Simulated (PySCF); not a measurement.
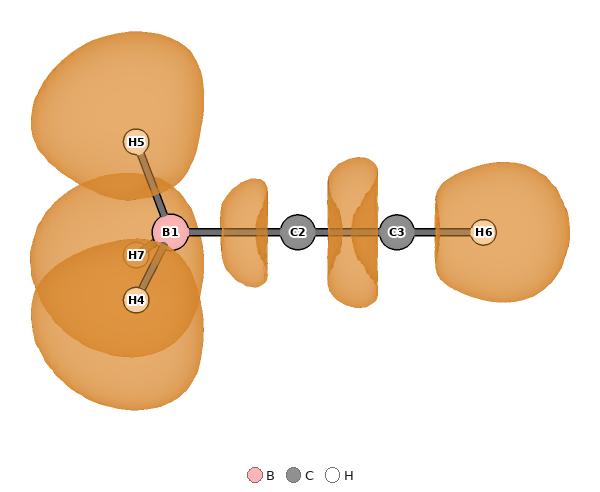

*C2H4B (charge −1). Isosurface of the ELF at 0.8 (orange), seen from one side. Only the valence region is drawn (cores and ρ < 0.01 e/Å³ removed).*

Geometry: PBE0-D3(BJ)/ma-def2-SVP.

Level of theory: PySCF, DFT single point, gas phase, functional wB97X.

The calculation's input:

```
{"job": {"kind": "sp", "xc": "wB97X", "basis": "ma-def2-TZVP", "d3": "d3bj", "grid": 2}, "charge": -1, "multiplicity": 1}
B     -1.128010    -0.165068    -0.172545
C      0.430440    -0.094718     0.083095
C      1.642778    -0.040143     0.281980
H     -1.721796    -0.425074     0.889385
H     -1.537415     0.926299    -0.607436
H      2.701441     0.007329     0.455992
H     -1.382769    -1.053180    -1.005719
```

Command:

```sh
OMP_NUM_THREADS=1 python redox_run.py task.json out
```

Q: Describe the localisation domains.

A: The surface consists of one region between bonded B–C atoms (shared pairs), one region between bonded C–C atoms (shared pairs) and four regions around hydrogen nuclei.

Values along the shortest contacts:
C–C (1.23 Å): the ELF peaks at about 0.90 between the atoms: a multiple bond. C–B (1.58 Å): the ELF peaks at about 1 between the atoms, as expected for a covalent bond.
